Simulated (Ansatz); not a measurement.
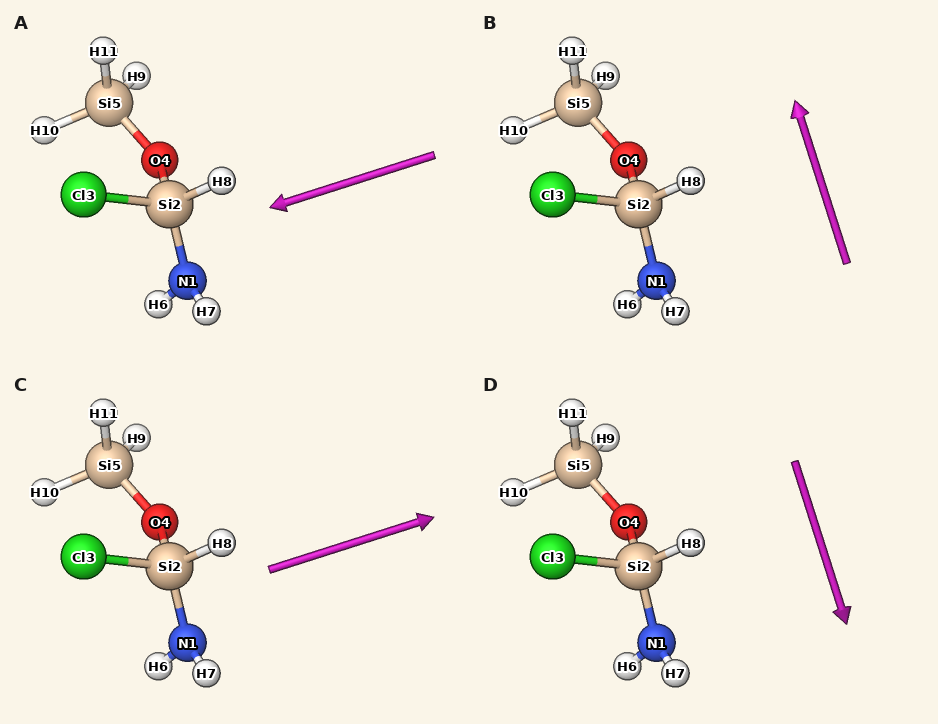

The same molecule four times, each with an arrow. The geometry was computed by an optimisation with PBE-D4/def2-SVP. No frequency run is at hand to confirm it as a minimum. Properties computed with RKS PBE-D4/def2-SVP (Ansatz 0.2.0).

> Which arrow points along the dipole moment, from the negative to the positive end?

D. The dipole moment is 1.67 D; it points from the side of H11 to the side of H7 (the outermost atoms at the two ends).
